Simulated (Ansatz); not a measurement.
# Si2H5ClO2 (SMILES O[SiH2][SiH](O)Cl) at B3LYP/cc-pVDZ

What is the electronic atomisation energy of Si2H5ClO2 at B3LYP/cc-pVDZ? 

The results are computed with Ansatz 0.2.0.

45 further runs of the same task are left out: 45 set aside as unsound or not needed.

## 1. The molecule

Si2H5ClO2: 10 atoms, total charge 0, spin state singlet. SMILES: `O[SiH2][SiH](O)Cl`. The coordinates come from a PBE0-D4/def2-TZVP relaxation. This is one conformer, not always the lowest.

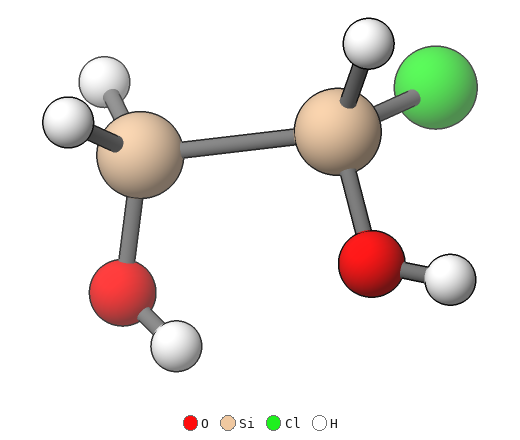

The structure, seen from a chosen angle (oxygen red, silicon light orange, chlorine green, hydrogen white).

## 2. A single-point energy at B3LYP/cc-pVDZ

File in.yaml:

```yaml
crystal:
  periodic: [false, false, false]
  atoms:
    - {symbol: O, position_ang: [-0.930000, 0.870600, 1.737400]}
    - {symbol: Si, position_ang: [-0.447400, 1.332200, 0.228900]}
    - {symbol: Si, position_ang: [0.341100, -0.602400, -0.843800]}
    - {symbol: O, position_ang: [0.842400, -1.502200, 0.443500]}
    - {symbol: Cl, position_ang: [-1.163400, -1.590800, -1.857000]}
    - {symbol: H, position_ang: [-0.481100, 0.102500, 2.098700]}
    - {symbol: H, position_ang: [0.646000, 2.345000, 0.279800]}
    - {symbol: H, position_ang: [-1.611200, 1.931000, -0.468100]}
    - {symbol: H, position_ang: [1.430200, -0.446300, -1.842900]}
    - {symbol: H, position_ang: [1.198600, -2.379200, 0.286500]}
basis:
  gaussian: {orbitals: cc-pVDZ}
hamiltonian: {xc: {name: B3LYP}}
accuracy: high
output: {orbitals: {seedname: orbitals}}
```

On the command line:

```bash
$ ansatz run in.yaml --threads 1 --pin off --max-ram 2610MiB --events-out events.jsonl --progress --plain --runs-dir runs
```

Log:

```text
Warning: RAYON_NUM_THREADS=1 ignored (pool sized by the plan → 1); use --threads N
Functional definition: B3LYP
  name "B3LYP"
  parameter a0 = 0.2
  parameter ax = 0.72
  parameter ac = 0.81
  exchange = (1 - a0 - ax)*slater_x + ax*b88_x + a0*exact_x
  correlation = (1 - ac)*vwn_rpa_c + ac*lyp_c
2472 factors; integrals over basis functions are off by at most 5.7e-9 eV
mean field evaluation 1: about -32450.1055 eV, gradient 6.8e1 eV
mean field evaluation 2: about -32428.4549 eV, gradient 1.3e2 eV
mean field evaluation 4: about -32457.9367 eV, gradient 3.5e0 eV
mean field evaluation 8: about -32458.1362 eV, gradient 2.8e-1 eV
mean field evaluation 16: about -32458.1364 eV, gradient 5.5e-5 eV
mean field -32458.13637699 eV, -1192.8145109395 hartree, gradient 5.4e-8 eV, S^2 0.000000; 0 other end points of the search recorded, 0 dependent functions left out
reference -32458.13642251 eV, -1192.8145126122 hartree; 33, 33 occupied and 74, 74 virtual orbitals, 2472 factors
Total energy: -32458.13642251 eV, -1192.8145126122 hartree
```

Wall time 13 s (1 thread of Arm Neoverse V2, shared host); peak memory 0.45 GiB.

## 3. The Cl atom, same level

File in.yaml:

```yaml
crystal:
  periodic: [false, false, false]
  atoms:
    - {symbol: Cl, position_ang: [0.000000, 0.000000, 0.000000]}
basis:
  gaussian: {orbitals: cc-pVDZ}
magnetization: {spin_polarized: true, initial_magnetization: 1}
hamiltonian: {xc: {name: B3LYP}}
accuracy: high
```

Run the same way, it converges to -460.15846 Eh (log not shown).

## 4. The H atom

File molecule.yaml:

```yaml
crystal:
  periodic: [false, false, false]
  atoms:
    - {symbol: H, position_ang: [0.000000, 0.000000, 0.000000]}
basis:
  gaussian: {orbitals: cc-pVDZ}
magnetization: {spin_polarized: true, initial_magnetization: 1}
accuracy: high
hamiltonian: {xc: {name: B3LYP}}
```

Run the same way, it converges to -0.50126 Eh (log not shown).

## 5. The O atom

File molecule.yaml:

```yaml
crystal:
  periodic: [false, false, false]
  atoms:
    - {symbol: O, position_ang: [0.000000, 0.000000, 0.000000]}
basis:
  gaussian:
    orbitals: cc-pVDZ
accuracy: high
hamiltonian:
  xc: {name: B3LYP}
magnetization:
  spin_polarized: true
  initial_magnetization: 2
```

Run the same way, it converges to -75.06850 Eh (log not shown).

## 6. The Si atom

File run.yaml:

```yaml
crystal:
  periodic: [false, false, false]
  atoms:
    - symbol: Si
      position_ang: [0.000000, 0.000000, 0.000000]
basis:
  gaussian:
    orbitals: cc-pVDZ
magnetization:
  spin_polarized: true
  initial_magnetization: 2
hamiltonian:
  xc: {name: B3LYP}
accuracy: high
```

Run the same way, it converges to -289.38865 Eh (log not shown).

## 7. Outcome

At B3LYP/cc-pVDZ:

| quantity | value |
| --- | --- |
| molecule: total energy | -1192.81451 Eh |
| molecule: HOMO energy | -7.52 eV |
| molecule: LUMO energy | -0.59 eV |
| molecule: HOMO–LUMO gap | 6.93 eV |
| Cl atom: total energy | -460.15846 Eh |
| Cl atom: ⟨S²⟩ | 0.752 |
| H atom: total energy | -0.50126 Eh |
| H atom: ⟨S²⟩ | 0.750 |
| O atom: total energy | -75.06850 Eh |
| O atom: ⟨S²⟩ | 2.002 |
| Si atom: total energy | -289.38865 Eh |
| Si atom: ⟨S²⟩ | 2.003 |
| electronic atomisation energy | 33.619 eV |

**Reading.** Taking the molecule apart into free atoms costs 33.62 eV (3244 kJ/mol), before zero-point energy and without spin-orbit coupling.
